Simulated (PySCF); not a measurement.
```xyz
19

C    -3.8299    0.7048    0.6375
N    -3.3689   -0.4311    0.6336
Si   -2.3005   -1.7159    0.1213
C    -0.7755   -0.7754   -0.3372
C     0.2307   -0.1849   -0.6681
C     1.4572    0.4436   -1.0668
C     2.1872    1.0218    0.1568
C     2.8372   -0.0469    1.0144
H    -3.4522    1.5277    0.0238
H    -4.6749    0.9576    1.2820
H    -2.9961   -2.3176   -1.0040
H    -2.0918   -2.4726    1.3492
H     1.2187    1.2289   -1.7910
H     2.0992   -0.2879   -1.5659
H     1.4951    1.6186    0.7540
H     2.9650    1.6912   -0.2248
H     2.0843   -0.7320    1.4048
H     3.3470    0.4037    1.8625
H     3.5586   -0.6245    0.4407
```

Geometry: GFN2-xTB.

Computed with UKS B3LYP, pcH-1 on C H N Si, non-relativistic, mean-field spin-orbit, GIAO (PySCF).

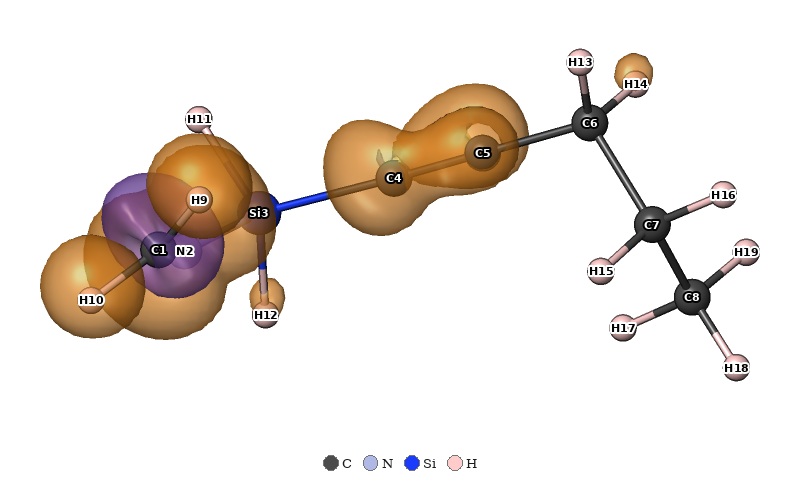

C₆H₁₁NSi (SMILES C=N[SiH2][C+]=[C]CCC) (charge +1, doublet). Isosurfaces of the spin density (α minus β) at +0.02 (orange) and −0.02 e/Å³ (purple), seen from one side.

### Describe the spin distribution.

The unpaired spin (1 electron) lies mostly on N2 (about 0.6), C4 (about 0.1) and C5 (about 0.1), in electrons by Hirshfeld's partition.
